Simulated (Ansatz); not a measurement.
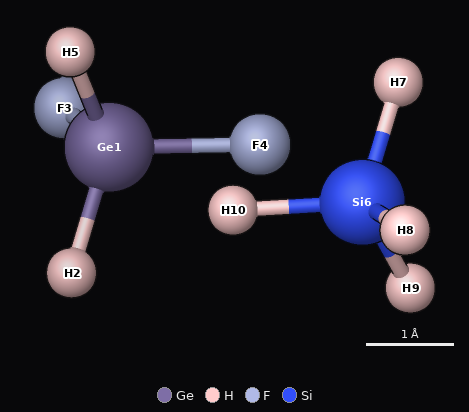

**Figure 1.** The starting structure (ball-and-stick view, seen at a tilt; atoms are numbered from 1 in the order of the input). Sticks mark near contacts. Bond lengths as drawn: F–Ge 1.75 to 1.76 Å, Ge–H 1.54 Å and H–Si 1.50 to 1.51 Å.

Run report: GeSiH₆F₂, nudged elastic band

System: GeSiH₆F₂.
Method: RKS PBE/def2-SVP (Ansatz 0.2.0).

It belongs to a series of runs on one base structure; here: band between the two ends. Figures and captions count atoms from 1; the log counts them from 0 in places.

### What the program printed
```
Engine: ansatz 0.2.0, aarch64-unknown-linux-gnu
Functional definition: PBE
  parameter kappa = 0.804
  parameter beta = 0.06672455060314922
  exchange = pbe_x(kappa = kappa, mu = beta*pi^2/3)
  correlation = pbe_c(beta = beta)
1191 factors; their error is unknown
mean field evaluation 1: about -69892.4589 eV, gradient 5.0e1 eV
mean field evaluation 2: about -69875.9615 eV, gradient 1.2e2 eV
mean field evaluation 4: about -69896.3984 eV, gradient 4.2e0 eV
mean field evaluation 8: about -69896.3330 eV, gradient 1.1e-1 eV
mean field -69896.33304428 eV, -2568.6428619410 hartree, gradient 3.1e-5 eV, S^2 0.000000; 0 other end points of the search recorded, 0 dependent functions left out
the calculation of the forces begins
reference -69896.33308484 eV, -2568.6428634318 hartree; 35, 35 occupied and 73, 73 virtual orbitals, 1191 factors
1191 factors; their error is unknown
mean field evaluation 16: about -69892.2757 eV, gradient 5.0e1 eV
mean field evaluation 32: about -69896.2866 eV, gradient 5.5e-5 eV
mean field -69896.28659955 eV, -2568.6411551288 hartree, gradient 5.5e-5 eV, S^2 0.000000; 0 other end points of the search recorded, 0 dependent functions left out
[... from here on the field's lines of each further geometry are left out, up to the last ...]
NEB iter   1: max|band force component| = 1.278e1 eV/Å  barrier→ = 4.9801 eV  barrier← = 4.9336 eV  Δτ_max = 0.2000 Å  (196 SCF iters)
NEB iter   2: max|band force component| = 5.444e0 eV/Å  barrier→ = 3.7222 eV  barrier← = 3.6757 eV  Δτ_max = 0.2000 Å  (165 SCF iters)
NEB iter   3: max|band force component| = 2.134e0 eV/Å  barrier→ = 2.9817 eV  barrier← = 2.9353 eV  Δτ_max = 0.2000 Å  (149 SCF iters)
NEB iter   4: max|band force component| = 7.926e-1 eV/Å  barrier→ = 2.8995 eV  barrier← = 2.8531 eV  Δτ_max = 0.2000 Å  (149 SCF iters)
NEB iter   5: max|band force component| = 2.346e-1 eV/Å  barrier→ = 2.8221 eV  barrier← = 2.7757 eV  CI = image 3  Δτ_max = 0.1991 Å  (147 SCF iters)
NEB iter   6: max|band force component| = 3.339e-1 eV/Å  barrier→ = 2.7753 eV  barrier← = 2.7288 eV  CI = image 3  Δτ_max = 0.1007 Å  (141 SCF iters)
NEB iter   7: max|band force component| = 3.627e-1 eV/Å  barrier→ = 2.7539 eV  barrier← = 2.7074 eV  CI = image 3  Δτ_max = 0.1010 Å  (139 SCF iters)
NEB iter   8: max|band force component| = 2.282e-1 eV/Å  barrier→ = 2.7358 eV  barrier← = 2.6894 eV  CI = image 3  Δτ_max = 0.2000 Å  (141 SCF iters)
NEB iter   9: max|band force component| = 2.165e-1 eV/Å  barrier→ = 2.7161 eV  barrier← = 2.6697 eV  CI = image 3  Δτ_max = 0.2000 Å  (141 SCF iters)
NEB iter  10: max|band force component| = 2.400e-1 eV/Å  barrier→ = 2.7093 eV  barrier← = 2.6629 eV  CI = image 3  Δτ_max = 0.0870 Å  (139 SCF iters)
NEB iter  11: max|band force component| = 1.776e-1 eV/Å  barrier→ = 2.7048 eV  barrier← = 2.6583 eV  CI = image 3  Δτ_max = 0.0609 Å  (141 SCF iters)
NEB iter  12: max|band force component| = 8.330e-2 eV/Å  barrier→ = 2.7022 eV  barrier← = 2.6558 eV  CI = image 3  Δτ_max = 0.0507 Å  (141 SCF iters)
NEB iter  13: max|band force component| = 5.875e-2 eV/Å  barrier→ = 2.7009 eV  barrier← = 2.6545 eV  CI = image 3  Δτ_max = 0.0364 Å  (144 SCF iters)
the calculation of the forces begins
reference -69896.27033948 eV, -2568.6405575822 hartree; 35, 35 occupied and 73, 73 virtual orbitals, 1191 factors
1191 factors; their error is unknown
mean field -69893.63310505 eV, -2568.5436410045 hartree, gradient 1.5e-5 eV, S^2 0.000000; 1 other end points of the search recorded, 0 dependent functions left out
the calculation of the forces begins
reference -69893.63314100 eV, -2568.5436423258 hartree; 35, 35 occupied and 73, 73 virtual orbitals, 1191 factors
NEB iter  14: max|band force component| = 4.300e-2 eV/Å  barrier→ = 2.6999 eV  barrier← = 2.6535 eV  CI = image 3  Δτ_max = 0.0000 Å  (274 SCF iters)
```

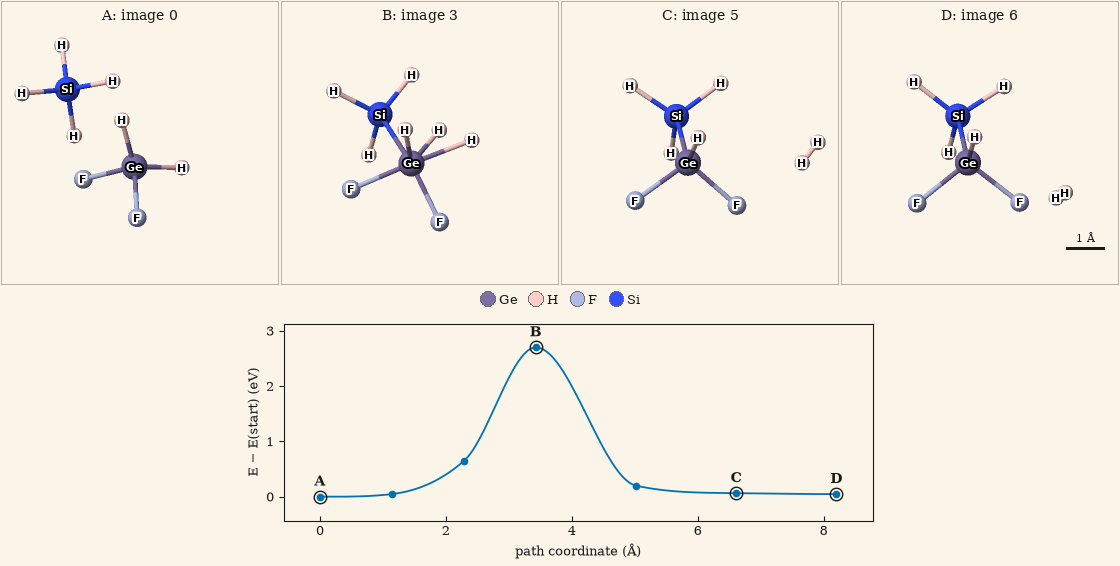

**Figure 2.** Images of the last band (counted from 0; ball-and-stick, seen at a tilt) above the energy along the path; the line is a cubic interpolation that uses the forces. The highest image is number 3, 2.700 eV above the start and 2.653 eV above the end (the climbing image); the end lies 0.046 eV above the start. The path is 8.20 Å long. The band converged in 14 iterations.

```
Total energy: -69893.63314100 eV, -2568.5436423258 hartree
Atom 0 at    -0.149280    -0.151365     0.012291 Å, force     0.003813     0.010455    -0.005528 eV/Å
Atom 1 at     0.349778    -0.641964     1.651685 Å, force    -0.002793    -0.007142    -0.009528 eV/Å
Atom 2 at     1.235251     0.925379     0.035355 Å, force     0.004631     0.008850     0.003063 eV/Å
Atom 3 at    -1.029651     0.832079    -1.207325 Å, force     0.005049    -0.011533     0.014796 eV/Å
Atom 4 at    -0.044376    -1.572718    -0.552038 Å, force    -0.004084    -0.005743    -0.009333 eV/Å
Atom 5 at    -2.595432     0.194222     1.047192 Å, force     0.007666     0.005682     0.002991 eV/Å
Atom 6 at    -3.421486    -0.465366    -0.016249 Å, force    -0.004229    -0.009192    -0.002780 eV/Å
Atom 7 at    -2.969550    -0.385963     2.391035 Å, force    -0.005725     0.002023     0.006221 eV/Å
Atom 8 at    -2.778032     1.681269     1.076230 Å, force     0.000334     0.000411    -0.004879 eV/Å
Atom 9 at    -0.799125    -0.270374     1.548224 Å, force    -0.004659     0.006191     0.004979 eV/Å
Dipole moment:    -0.263487    -0.425214     0.274264 e Å
this run last wrote the band of iteration 14 to [file]
```

### The last band as extended XYZ (Å, eV, eV/Å)
```
10
Properties=species:S:1:pos:R:3:forces:R:3 image=0 energy=-69896.33304
Ge    0.6958   -0.0975   -0.0973   -0.0112   0.0045   0.0025
H     1.1597    0.4791    1.2564   -0.0014  -0.0022  -0.0045
F     1.8923    0.3287   -1.2982   -0.0001   0.0008   0.0002
F    -0.7505    0.7725   -0.5840    0.0119  -0.0069   0.0016
H     0.4076   -1.6068   -0.2341    0.0005   0.0041   0.0001
Si   -3.1222    0.0621    1.3781   -0.0006  -0.0013  -0.0039
H    -3.4955   -0.4064    0.0029    0.0012   0.0014   0.0044
H    -4.2051   -0.3252    2.3479    0.0035   0.0006   0.0000
H    -2.9386    1.5504    1.4035    0.0000  -0.0016   0.0002
H    -1.8456   -0.6117    1.8112   -0.0036   0.0006  -0.0005
10
Properties=species:S:1:pos:R:3:forces:R:3 image=1 energy=-69896.28635
Ge    0.5354   -0.1706   -0.0962    0.0178   0.0386  -0.0429
H     0.6847    0.0797    1.4165    0.0196   0.0435  -0.0175
F     1.8876    0.6151   -0.8758    0.0460  -0.0440  -0.0507
F    -0.8576    0.7063   -0.7179    0.0414  -0.0081   0.0444
H     0.4166   -1.6190   -0.6149    0.0360   0.0040  -0.0103
Si   -2.9807    0.1187    1.3605   -0.0162  -0.0126   0.0302
H    -3.5247   -0.5750    0.1473   -0.0201   0.0031  -0.0008
H    -3.8545   -0.1683    2.5484   -0.0716   0.0056  -0.0020
H    -2.8885    1.5980    1.1385   -0.0041  -0.0036   0.0213
H    -1.6202   -0.4398    1.6801   -0.0489  -0.0265   0.0283
10
Properties=species:S:1:pos:R:3:forces:R:3 image=2 energy=-69895.68867
Ge    0.2518   -0.2309   -0.0004    0.3797  -0.0378  -0.0415
H     0.4971   -0.3654    1.5272    0.1087   0.2019  -0.1394
F     1.5750    0.8304   -0.4154    0.3373  -0.0927  -0.3399
F    -1.0128    0.6920   -0.8464    0.0528  -0.0634   0.4219
H     0.1400   -1.6132   -0.6798    0.1801   0.0124  -0.1844
Si   -2.7614    0.1869    1.2361   -0.1205  -0.0206   0.1669
H    -3.4067   -0.5363    0.0941    0.0068  -0.0272   0.0412
H    -3.3348   -0.2501    2.5458   -0.3776   0.0491   0.1069
H    -2.8216    1.6732    1.0672   -0.0342  -0.0088   0.0540
H    -1.3285   -0.2414    1.4579   -0.5330  -0.0129  -0.0857
10
Properties=species:S:1:pos:R:3:forces:R:3 image=3 energy=-69893.63311
Ge   -0.1493   -0.1514    0.0123    0.0038   0.0105  -0.0055
H     0.3498   -0.6420    1.6517   -0.0028  -0.0071  -0.0095
F     1.2353    0.9254    0.0354    0.0046   0.0089   0.0031
F    -1.0297    0.8321   -1.2073    0.0050  -0.0115   0.0148
H    -0.0444   -1.5727   -0.5520   -0.0041  -0.0057  -0.0093
Si   -2.5954    0.1942    1.0472    0.0077   0.0057   0.0030
H    -3.4215   -0.4654   -0.0162   -0.0042  -0.0092  -0.0028
H    -2.9695   -0.3860    2.3910   -0.0057   0.0020   0.0062
H    -2.7780    1.6813    1.0762    0.0003   0.0004  -0.0049
H    -0.7991   -0.2704    1.5482   -0.0047   0.0062   0.0050
10
Properties=species:S:1:pos:R:3:forces:R:3 image=4 energy=-69896.13321
Ge   -0.5178   -0.0218   -0.2828   -0.0710   0.0471  -0.0815
H     0.4389   -0.4839    2.1834    0.0115   0.0074   0.0895
F     0.8134    0.9834    0.2855   -0.0920  -0.0156   0.0413
F    -0.8687    0.6867   -1.8552    0.0258  -0.0301  -0.1038
H     0.0877   -1.4331   -0.5202    0.0050   0.0261  -0.0160
Si   -2.6353    0.2518    0.8275    0.0008   0.0226  -0.0299
H    -3.6164   -0.4127   -0.0954   -0.0485   0.0303  -0.0023
H    -2.7096   -0.4003    2.1809    0.0628   0.0064  -0.0362
H    -2.9220    1.7192    0.9445   -0.0146   0.0143  -0.0093
H    -0.2721   -0.7442    2.3183    0.1204  -0.1085   0.1482
10
Properties=species:S:1:pos:R:3:forces:R:3 image=5 energy=-69896.27030
Ge   -0.6147   -0.1909   -0.5516    0.0098   0.0164   0.0004
H     0.3659    0.1093    2.6501    0.0057   0.0042   0.0000
F     0.6645    0.6266    0.3507   -0.0206  -0.0148  -0.0150
F    -0.7149    0.7099   -2.0584    0.0057  -0.0012   0.0105
H    -0.0528   -1.5917   -0.9161   -0.0037  -0.0028  -0.0065
Si   -2.6809    0.1214    0.6295    0.0061  -0.0048  -0.0017
H    -3.8000   -0.3879   -0.2326   -0.0067  -0.0010  -0.0054
H    -2.6319   -0.6449    1.9194   -0.0006  -0.0029  -0.0021
H    -2.8422    1.5899    0.8895    0.0011   0.0024   0.0018
H     0.1051   -0.1965    3.3059    0.0032   0.0046   0.0181
10
Properties=species:S:1:pos:R:3:forces:R:3 image=6 energy=-69896.28660
Ge   -0.5997   -0.3661   -0.6154    0.0083   0.0029  -0.0025
H     0.1643    0.5728    2.6341    0.0070  -0.0039  -0.0147
F     0.7858   -0.0920    0.4436   -0.0020  -0.0004  -0.0036
F    -0.4859    0.9195   -1.8088    0.0004  -0.0002   0.0013
H    -0.3026   -1.6908   -1.3695    0.0021  -0.0008   0.0041
Si   -2.6029   -0.0350    0.6629   -0.0072   0.0015   0.0017
H    -3.7789   -0.2826   -0.2388   -0.0026  -0.0003  -0.0022
H    -2.6135   -1.0129    1.8021   -0.0025  -0.0010   0.0019
H    -2.6141    1.3773    1.1662    0.0010  -0.0010   0.0019
H    -0.1544    0.7551    3.3100   -0.0045   0.0031   0.0121
```

The run was set up as follows.

### Input file
```yaml
crystal:
  periodic: [false, false, false]
  atoms:
    - { symbol: Ge, position_ang: [0.695846, -0.097514, -0.097284] }
    - { symbol: H, position_ang: [1.15969, 0.479122, 1.256419] }
    - { symbol: F, position_ang: [1.892338, 0.328726, -1.298197] }
    - { symbol: F, position_ang: [-0.750463, 0.772455, -0.584025] }
    - { symbol: H, position_ang: [0.407561, -1.606837, -0.234133] }
    - { symbol: Si, position_ang: [-3.122194, 0.062091, 1.378149] }
    - { symbol: H, position_ang: [-3.495452, -0.406367, 0.002855] }
    - { symbol: H, position_ang: [-4.205105, -0.325155, 2.347938] }
    - { symbol: H, position_ang: [-2.938564, 1.550351, 1.403503] }
    - { symbol: H, position_ang: [-1.845559, -0.611672, 1.811175] }
basis:
  gaussian: { orbitals: def2-SVP }
hamiltonian:
  xc: pbe
neb:
  order_check: false
  images: 5
  f_tol: 0.05
  max_iterations: 60
  final_atoms:
    - { symbol: Ge, position_ang: [-0.59967444, -0.36613177, -0.61542545] }
    - { symbol: H, position_ang: [0.16430686, 0.57278233, 2.63413738] }
    - { symbol: F, position_ang: [0.7857708, -0.09198688, 0.44357004] }
    - { symbol: F, position_ang: [-0.48588669, 0.91954447, -1.80879967] }
    - { symbol: H, position_ang: [-0.30259685, -1.69084934, -1.36950476] }
    - { symbol: Si, position_ang: [-2.6028826, -0.0350416, 0.66294217] }
    - { symbol: H, position_ang: [-3.77891282, -0.28259934, -0.23878718] }
    - { symbol: H, position_ang: [-2.61351606, -1.01290487, 1.80207384] }
    - { symbol: H, position_ang: [-2.61406786, 1.37729489, 1.16617894] }
    - { symbol: H, position_ang: [-0.15444234, 0.75509211, 3.31001468] }
  initial_path:
    images:
      - { positions_ang: [[0.695846, -0.097514, -0.097284], [1.15969, 0.479122, 1.256419], [1.892338, 0.328726, -1.298197], [-0.750463, 0.772455, -0.584025], [0.407561, -1.606837, -0.234133], [-3.122194, 0.062091, 1.378149], [-3.495452, -0.406367, 0.002855], [-4.205105, -0.325155, 2.347938], [-2.938564, 1.550351, 1.403503], [-1.845559, -0.611672, 1.811175]] }
      - { positions_ang: [[0.46121251, -0.06871497, -0.07011656], [0.77850987, 0.30930873, 1.4656017], [1.78446903, 0.20989921, -1.06396904], [-0.76259914, 0.97375819, -0.57311988], [0.01755525, -1.49130433, -0.33444311], [-2.90606514, 0.04916563, 1.19846283], [-3.426227, -0.5595063, 0.0069919], [-3.64166283, -0.35925231, 2.30767222], [-2.95913571, 1.49438114, 1.18690896], [-1.54795884, -0.41253501, 1.86241099]] }
      - { positions_ang: [[0.22657903, -0.03991593, -0.04294913], [0.39732974, 0.13949547, 1.6747844], [1.67660006, 0.09107243, -0.82974108], [-0.77473528, 1.17506138, -0.56221476], [-0.3724505, -1.37577166, -0.43475322], [-2.68993628, 0.03624027, 1.01877665], [-3.35700201, -0.71264559, 0.0111288], [-3.07822066, -0.39334961, 2.26740643], [-2.97970742, 1.43841129, 0.97031492], [-1.25035868, -0.21339803, 1.91364698]] }
      - { positions_ang: [[-0.00805446, -0.0111169, -0.01578169], [0.01614961, -0.0303178, 1.8839671], [1.56873109, -0.02775436, -0.59551312], [-0.78687141, 1.37636457, -0.55130964], [-0.76245624, -1.260239, -0.53506334], [-2.47380742, 0.0233149, 0.83909048], [-3.28777701, -0.86578489, 0.0152657], [-2.51477849, -0.42744692, 2.22714065], [-3.00027913, 1.38244143, 0.75372089], [-0.95275852, -0.01426104, 1.96488297]] }
      - { positions_ang: [[-0.20526112, -0.12945519, -0.21566295], [0.06553536, 0.17071558, 2.13402386], [1.30774432, -0.0491652, -0.24915207], [-0.68654317, 1.22409121, -0.97047298], [-0.60916978, -1.40377578, -0.81321048], [-2.51683248, 0.00386273, 0.78037438], [-3.45148895, -0.67138971, -0.06941859], [-2.54769101, -0.62259957, 2.08545171], [-2.87154204, 1.38072592, 0.8912069], [-0.68665313, 0.24219001, 2.41326021]] }
      - { positions_ang: [[-0.40246778, -0.24779348, -0.4155442], [0.11492111, 0.37174895, 2.38408062], [1.04675756, -0.07057604, 0.09720898], [-0.58621493, 1.07181784, -1.38963632], [-0.45588331, -1.54731256, -1.09135762], [-2.55985754, -0.01558943, 0.72165828], [-3.61520089, -0.47699453, -0.15410289], [-2.58060354, -0.81775222, 1.94376278], [-2.74280495, 1.3790104, 1.02869292], [-0.42054773, 0.49864106, 2.86163745]] }
      - { positions_ang: [[-0.59967444, -0.36613177, -0.61542545], [0.16430686, 0.57278233, 2.63413738], [0.7857708, -0.09198688, 0.44357004], [-0.48588669, 0.91954447, -1.80879967], [-0.30259685, -1.69084934, -1.36950476], [-2.6028826, -0.0350416, 0.66294217], [-3.77891282, -0.28259934, -0.23878718], [-2.61351606, -1.01290487, 1.80207384], [-2.61406786, 1.37729489, 1.16617894], [-0.15444234, 0.75509211, 3.31001468]] }
```

Command:
```bash
ansatz run input.yaml --threads 4 --pin off --max-ram 5120MiB --backend cpu --events-out ev --progress --plain --runs-dir out
```

### Summary

```csv
quantity,value
outcome,converged
"barrier, forward",2.700 eV
"barrier, backward",2.654 eV
hardware,"4 threads of Arm Neoverse V1, 24 GiB of memory available, shared host"
wall time,78 s (CPU time 4.8 min)
peak memory,0.16 GiB
```

### Notes

The order of the saddle point was not checked.
